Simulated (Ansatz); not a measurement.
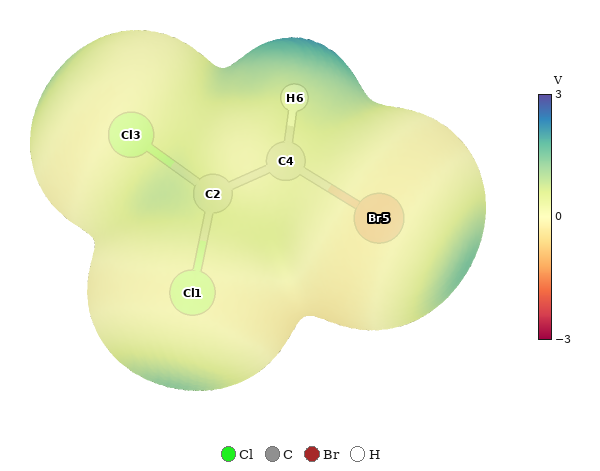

Figure 1: C2HBrCl2 (SMILES ClC(Cl)=CBr). The electrostatic potential painted on the density surface at 0.004 e/bohr³, seen at a tilt; red is negative and blue positive.

Geometry: PBE0-D4/def2-TZVP.

The calculation used RKS PBE0-D4/def2-TZVPP in Ansatz.

The calculation's input:

```
crystal:
  periodic: [false, false, false]
  atoms:
    - {symbol: Cl, position_ang: [-0.942840, -1.762491, -0.545967]}
    - {symbol: C, position_ang: [0.035422, -0.599370, 0.220266]}
    - {symbol: Cl, position_ang: [0.983449, -1.179963, 1.526946]}
    - {symbol: C, position_ang: [0.098598, 0.680168, -0.128197]}
    - {symbol: Br, position_ang: [-0.875318, 1.432463, -1.522381]}
    - {symbol: H, position_ang: [0.742789, 1.365194, 0.403133]}
basis:
  gaussian: {orbitals: def2-TZVPP}
hamiltonian: {xc: pbe0, dispersion: d4}
output: {orbitals: {seedname: orbitals}}
```

Command:

```sh
ansatz run in.yaml --threads 4 --pin off --events-out ev --progress --plain --max-ram 10444MiB
```

Where is the surface potential most negative and most positive?

The most negative region (about −0.3 V) lies over Cl1 and Br5, the most positive (about +2.1 V, or +48 kcal/mol for a unit charge) over H6. Cl1 shows a σ-hole: about +1.4 V, or +32 kcal/mol for a unit charge at the tip opposite its bond, against about −0.1 V on its flanks. Cl3 shows a σ-hole: about +1.4 V, or +32 kcal/mol for a unit charge at the tip opposite its bond, against about 0.0 V on its flanks. Br5 shows a σ-hole: about +1.6 V, or +37 kcal/mol for a unit charge at the tip opposite its bond, against about −0.1 V on its flanks.
